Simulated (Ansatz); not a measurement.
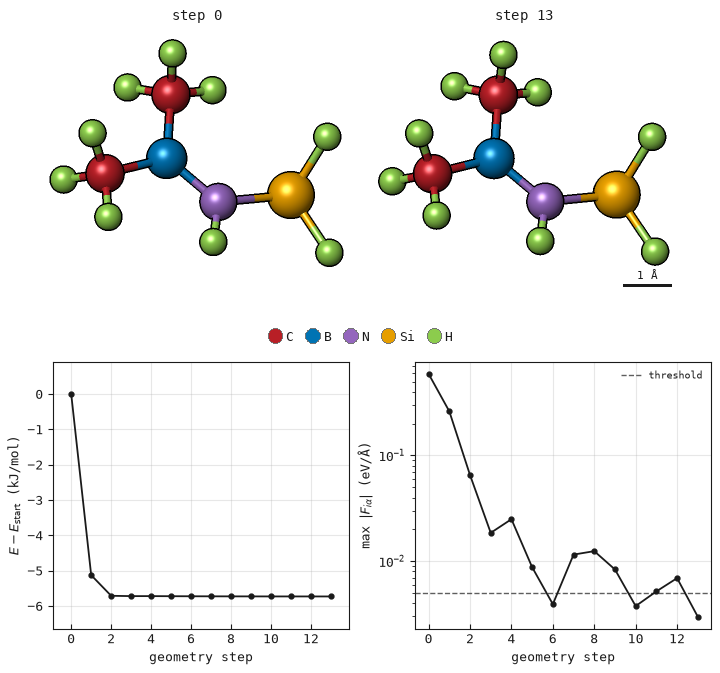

First and last geometry of a relaxation of C2H10BNSi, with the history of the run. Style: ball-and-stick. Shown at a tilt.

The start comes from PBE-D4/def2-SVP.

These are results of RKS PBE0-D4/def2-TZVP (Ansatz 0.2.0), not measurements.

Input
```yaml
crystal:
  periodic: [false, false, false]
  atoms:
    - {symbol: C, position_ang: [-1.166458, -1.813868, -0.063933]}
    - {symbol: B, position_ang: [-0.319973, -0.483960, 0.121368]}
    - {symbol: C, position_ang: [-0.042545, 0.085630, 1.578314]}
    - {symbol: N, position_ang: [0.195078, 0.195648, -1.020432]}
    - {symbol: Si, position_ang: [1.147298, 1.687030, -1.053405]}
    - {symbol: H, position_ang: [-0.764454, -2.634434, 0.569122]}
    - {symbol: H, position_ang: [-1.223187, -2.184295, -1.108451]}
    - {symbol: H, position_ang: [-2.208461, -1.652536, 0.291369]}
    - {symbol: H, position_ang: [-0.980394, 0.133561, 2.171767]}
    - {symbol: H, position_ang: [0.434096, 1.087079, 1.623100]}
    - {symbol: H, position_ang: [0.621747, -0.617077, 2.128841]}
    - {symbol: H, position_ang: [-0.001939, -0.224265, -1.934912]}
    - {symbol: H, position_ang: [1.457900, 1.969619, -2.498300]}
    - {symbol: H, position_ang: [0.390264, 2.854637, -0.480243]}
    - {symbol: H, position_ang: [2.439527, 1.546630, -0.294905]}
basis:
  gaussian: {orbitals: def2-TZVP}
hamiltonian: {xc: pbe0, dispersion: d4}
relax: {f_tol: 0.005, max_steps: 150}
```

> Did the run converge, and what did it change?

It converged. Over 13 geometry steps the energy falls by 5.73 kJ/mol. Largest force component: 0.59 eV/Å at the start, 0.003 eV/Å at the end. The forces were under the threshold at step 6, but the run went on from there. H11 moves most after the best rigid fit: 0.089 Å. Largest moves by element: H 0.089 Å, Si 0.031 Å, C 0.020 Å, B 0.008 Å, N 0.006 Å. Near-neighbour distances that change, for instance: N4–Si5 1.770 → 1.739 Å, Si5–H13 1.505 → 1.486 Å, C1–H6 1.112 → 1.095 Å, C1–H8 1.113 → 1.096 Å.
